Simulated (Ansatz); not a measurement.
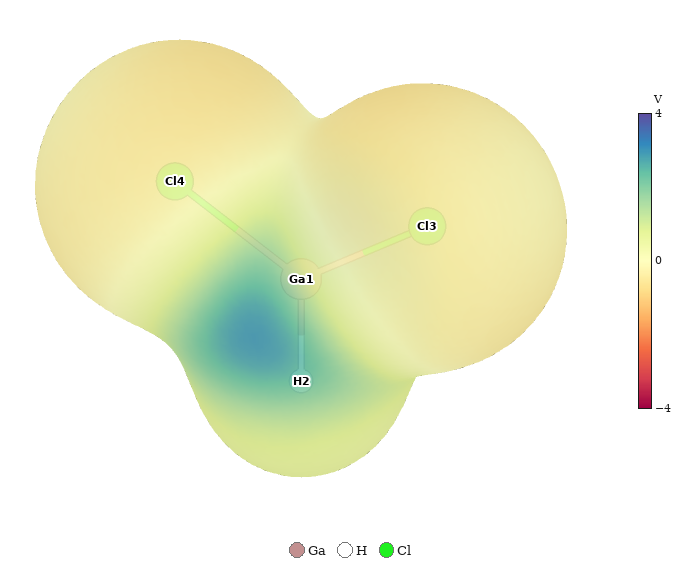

Figure. Cl$_{2}$GaH. The electrostatic potential painted on the density surface at 0.002 e/bohr³, seen at a tilt; red is negative and blue positive.

All numbers below come from RKS B3LYP/def2-SVP in Ansatz.

### Describe the electrostatic potential map.

The most negative region (about −0.6 V) lies over Cl3 and Cl4, the most positive (about +3.0 V) over Ga1.
